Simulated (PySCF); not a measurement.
Consider C$_{5}$H$_{10}$Cl$_{2}$.

```xyz
17

C    -0.5225   -1.0929    0.9794
C    -0.0394    0.0019    0.0235
C    -1.0608    1.1428   -0.0094
C     1.3127    0.5102    0.5298
Cl    1.9608    1.8319   -0.4745
C     0.0978   -0.5521   -1.3970
Cl    1.2272   -1.9280   -1.4832
H     0.1880   -1.9143    1.0147
H    -0.6422   -0.6936    1.9833
H    -1.4816   -1.4816    0.6465
H    -1.1809    1.5643    0.9856
H    -2.0270    0.7768   -0.3473
H    -0.7347    1.9325   -0.6810
H     2.0547   -0.2879    0.5119
H     1.2192    0.9054    1.5407
H    -0.8630   -0.9150   -1.7612
H     0.4848    0.2115   -2.0716
```

Geometry: GFN2-xTB.

Computed with PySCF, PBE0/pcSseg-1, SCF density, gas phase, non-relativistic.

What will maps of the electron density and electron localisation function show?

Answer. C–C (1.53 Å): the density is about 1.6 e/Å³ at the midpoint; the ELF peaks at about 0.95 between the atoms; localised, covalent bonding.
C–Cl (1.78 Å): ρ is about 1.3 e/Å³ halfway; the ELF peaks at about 0.90 between the atoms (a covalent bond).
C–H (1.09 Å): ρ at the midpoint is about 2 e/Å³; the ELF climbs to about 1 towards the hydrogen, as it does in any bond to H: a covalent bond by its length.

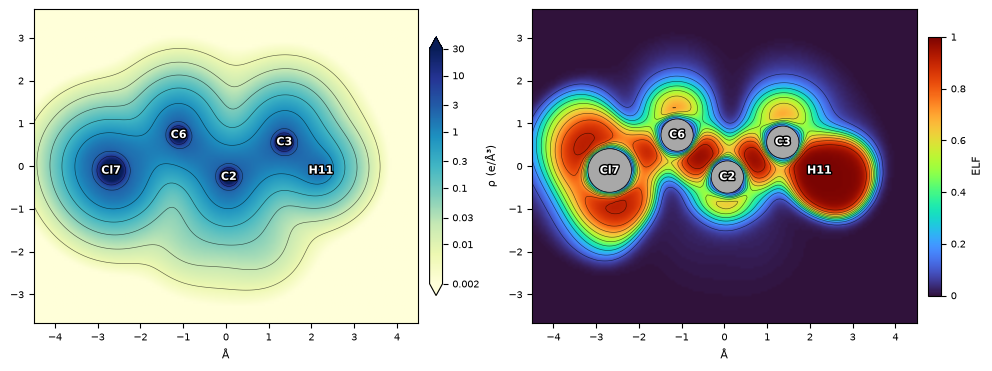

Computed electron density and electron localisation function on the plane of atoms C2, C3 and H11, in this order. Grey discs cover the atomic cores in the ELF map. 
